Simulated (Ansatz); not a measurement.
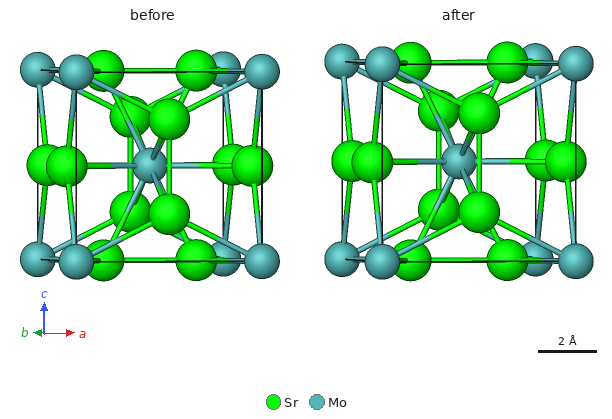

The structure of solid Sr₃Mo (a generated structure, set up in Pm-3n) before (left) and after (right) a relaxation, at one scale.

Style: ball-and-stick. Shown: the cell of the calculation, from a free direction.

All numbers below come from DFT PBE, scalar-relativistic, plane waves, PAW (Ansatz 0.2.0). Set-up: plane-wave cutoff 420 eV; k-point mesh 6 × 6 × 6; occupations gaussian; smearing width 0.1 eV; collinear spin; cell and atoms relaxed; force threshold 0.01 eV/Å; at most 80 steps.

### What changed between the two?

No atom moves by more than 0.005 Å relative to the cell. The drawn cell changes as follows: a = b = c 6.586 → 6.865 Å (+4.2 %); the volume changes by +13.3 %. Near-neighbour distances that change, for instance: Mo–Sr 3.681 → 3.838 Å, Sr–Sr 3.293 → 3.433 Å. The space group stays Pm-3n (No. 223). After 3 accepted moves (4 points after the start) the energy has fallen by 36.6 meV per atom. All forces vanish by symmetry, so only the cell relaxes. The pressure goes from 2.66 to 0.01 GPa. At 1 point the geometry stayed and the basis and grid were re-selected for the new cell (energy shift of 0.3 meV per atom at most each time). Cost: 4.5 min on 1 thread of Arm Neoverse V2, with other jobs on the host, peak memory 0.85 GiB.
